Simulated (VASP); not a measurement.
Shape and ions are relaxed at each volume.

Energy against volume of BN (wurtzite). The numbers are results of revTPSS meta-GGA, VASP's PBE PAW potentials (set 64) (plane waves; VASP 6.6.1), not measurements.

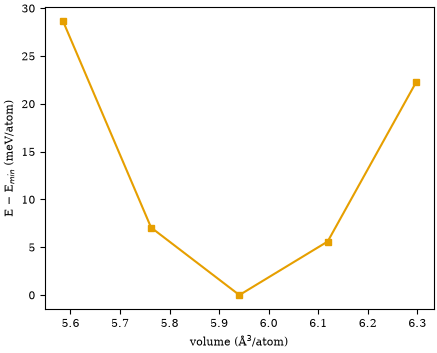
*Energy against volume*

Q: Estimate the equilibrium volume and the bulk modulus.

A: The minimum lies near 5.9 Å³/atom, and the curvature gives B0 of about 380 GPa.

Measured: bulk modulus 375 GPa (computed value off by +0.7 %), as given by Equation of state of wurtzitic boron nitride to 66 GPa, Appl. Phys. Lett., doi 10.1063/1.121186. The calculation is for a static lattice, while the measured bulk modulus holds thermal and zero-point effects, which are part of the difference.

The compound is BN in the wurtzite structure, a metastable high-pressure form. It was relaxed first.
